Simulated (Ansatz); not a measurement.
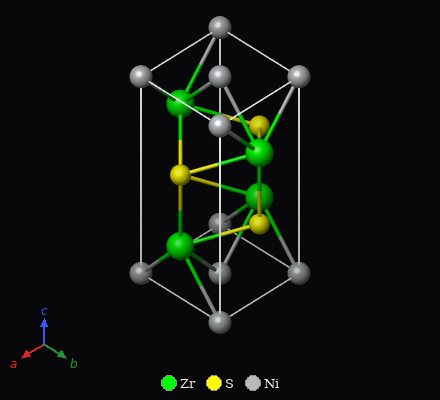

ZrNiS (P4/nmm, No. 129): the end point of a relaxation (final pressure about 5 GPa) with DFT, PAW plane waves, pbe in Ansatz 0.2.0; the starting structure was generated, so it need not be a known form of this composition.

Space group P4/nmm:1 (No. 129). a = 3.470 Å, b = 3.470 Å, c = 7.807 Å, α = 90.00°, β = 90.00°, γ = 90.00°
```tsv
atom	site	symmetry	x	y	z
Zr	2c	4mm	0.0000	0.5000	0.2627
S	2c	4mm	0.0000	0.5000	0.6241
Ni	2a	-4m2	0.0000	0.0000	0.0000
```

Q: What will a Z-contrast image along [221] show? Simulation: incoherent imaging, intensity Z^1.7 per atom, probe width 0.59 Å, thin sample. A slight drift was added.

A: The columns repeat on a centred rectangular net of 3.05 × 4.91 Å (plane group c2mm). The brightest columns hold 1 Zr per repeat; in falling brightness follow 1 Ni (about 55 %), 2 S (about 40 %). Brightness is counted from the darkest point of the image. The closest visible columns (Zr and S) are 0.84 Å apart in projection. Along the beam the structure repeats every 12.54 Å.

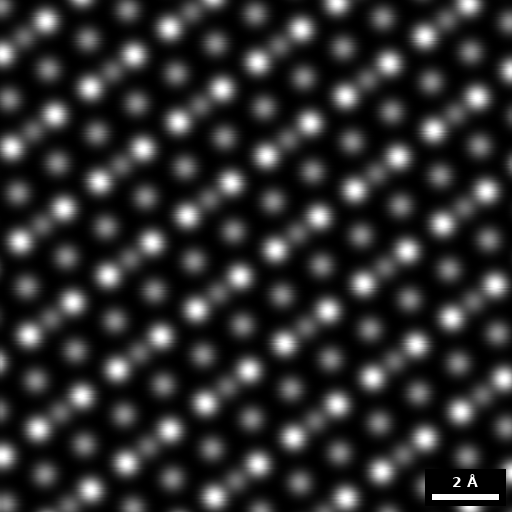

The simulated image.
